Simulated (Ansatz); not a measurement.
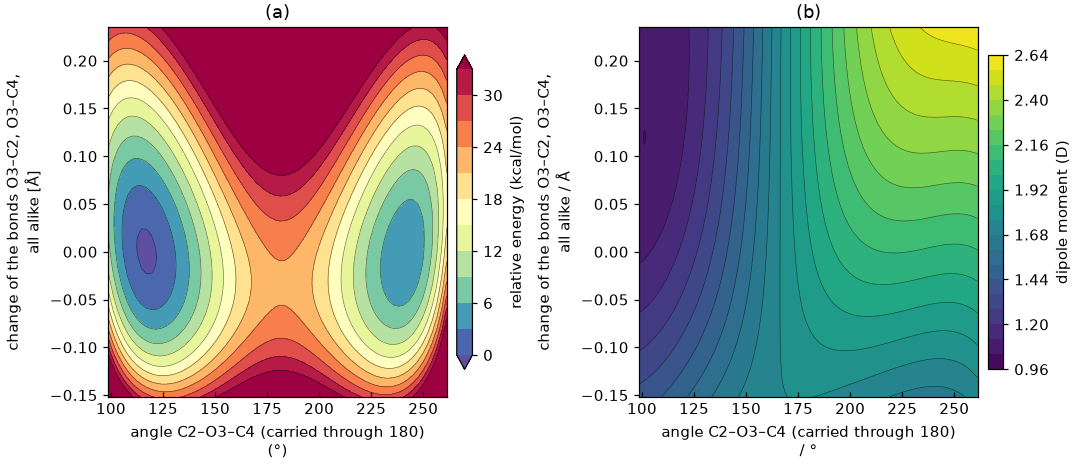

C₂H₃F₂O, SMILES F[CH]OCF, spin multiplicity 2. First axis: angle C2–O3–C4 (carried through 180). Second axis: change of the bonds O3–C2, O3–C4, all alike. Nothing is relaxed (all other coordinates rigid). The scan uses a 13 × 13 grid. Points are written as (first, second). All energies are given in kcal/mol relative to the lowest grid point. All numbers below come from UKS PBE-D4/def2-SVP in Ansatz.

Panel (a) is the energy and panel (b) the computed dipole moment on the same grid.

The picture shows filled contours, one colour for all values above the top of the scale. Between grid points the surface is interpolated.

**How does the dipole moment vary over the map, and what is it at the lowest grid point?**

Leaving out the highest fifth of the energies, it runs from 1.04 D at (98.8°, 0.106 Å) to 2.59 D at (247.6°, 0.235 Å). At the lowest grid point, (112.4°, 0.009 Å), it is 1.15 D.
